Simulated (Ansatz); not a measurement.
The starting structures come from a database of crystals and need not be the phases stable at ambient conditions.

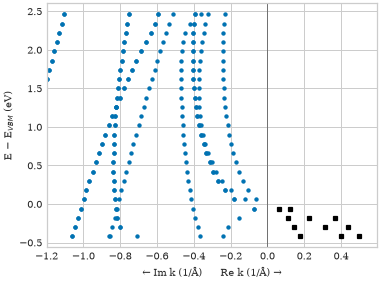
Figure. Complex bands at the centre of the two-dimensional zone; PBEsol in Ansatz (a first-principles code)

The gap is the functional's own, uncorrected, and κ follows it; spin-orbit coupling is left out. Mid-gap values are interpolated between the computed energies.

Problem. This is NaYS$_{2}$ (R-3m, not sure to be the ambient phase, 4 atoms a cell, 22.6 Å³ an atom, -2 GPa at this level) along the normal of (101). Read off the slowest decay at the centre of the two-dimensional zone at 1.14 eV, the computed energy nearest the middle of the gap.

Solution. κ ≈ 0.22 1/Å, a decay length 1/(2κ) of the density of 2.2 Å.
